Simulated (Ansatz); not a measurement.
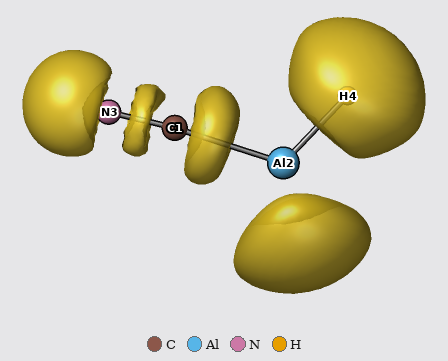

Figure. CHAlN (SMILES N#[C][AlH]) (doublet). Isosurface of the electron localisation function at 0.8 (yellow), seen across its widest extent. Only the valence region is drawn (cores and ρ < 0.01 e/Å³ removed).

Geometry: B3LYP-D3(BJ)/def2-SVP.

Theory: Ansatz 0.2.0, isolated molecule in a Gaussian basis; Kohn-Sham density functional theory, functional PBE0.

Input

```
crystal:
  periodic: [false, false, false]
  atoms:
    - symbol: C
      position_ang: [-1.084357, 1.516508, 1.161109]
    - symbol: Al
      position_ang: [-0.153114, 0.328555, 2.404192]
    - symbol: "N"
      position_ang: [-1.705913, 2.230353, 0.481517]
    - symbol: H
      position_ang: [1.258492, -0.219356, 1.907961]
basis:
  gaussian:
    orbitals: def2-TZVPD
magnetization:
  spin_polarized: true
  initial_magnetization: 1
hamiltonian:
  xc: pbe0
output: {forces: true, orbitals: {seedname: orbitals}}
```

Launched as:

```sh
ansatz run input.yaml --threads 1 --pin off --max-ram 2610MiB --events-out events.jsonl --progress --plain --runs-dir runs
```

> What do the ELF domains correspond to?

The ELF exceeds this value in one region between bonded C–N atoms (shared pairs), one region around a hydrogen nucleus, one lobe of the valence shell of C pointing towards Al (polar bonds), one lobe on Al, pointing away from the bonds (non-bonding electrons) and one lobe on N, pointing away from the bonds (non-bonding electrons). Along the contacts the grid gives the following. C–N (1.17 Å): the ELF peaks at about 0.85 between the atoms; a multiple bond. C–Al (1.96 Å): the ELF peaks at about 0.95 between the atoms; a polar covalent bond.
